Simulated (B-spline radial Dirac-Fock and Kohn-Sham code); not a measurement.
Neutral Bi. Method: Dirac partial waves in the static Dirac–Fock field with Furness–McCarthy exchange, no polarisation or absorption (computed with a radial B-spline solver).

What should this plot look like? A map of the differential cross section for elastic electron scattering over angle and energy (one row an energy, not to scale).

The deepest dip lies at 1.85 keV and 135° (0.0024 bohr²/sr). Marked minima (at least 40 % below the values at larger angles) show at 130 eV (120° and 150°); 250 eV (45°, 90°, 120° and 150°); 300 eV (75°, 120° and 150°); 570 eV (60°, 105° and 150°); 1.9 keV (90° and 135°), and at further energies up to 12 keV; above that any minima are shallower. At 90° the cross section goes from 0.84 bohr²/sr at 130 eV to 2.7 × 10⁻⁴ at 97 keV. The model is rough under about 200 eV.

The result:

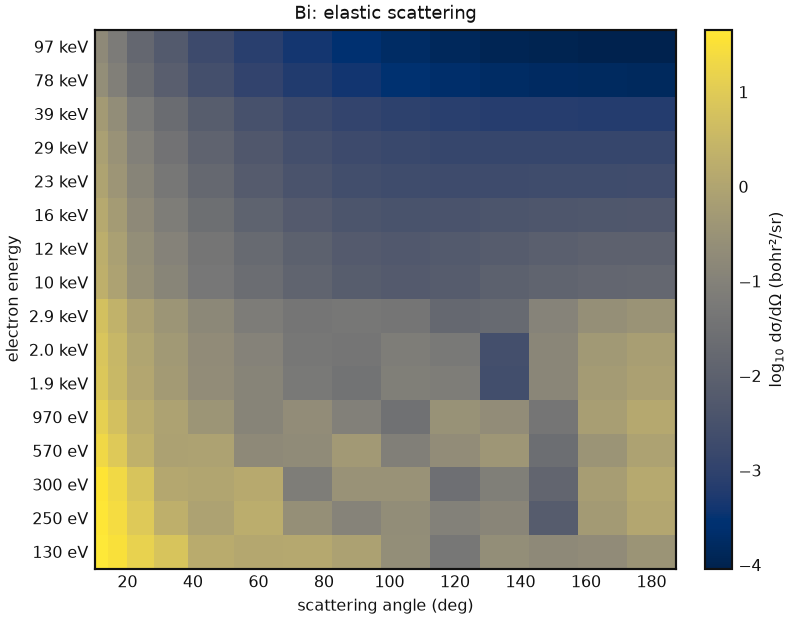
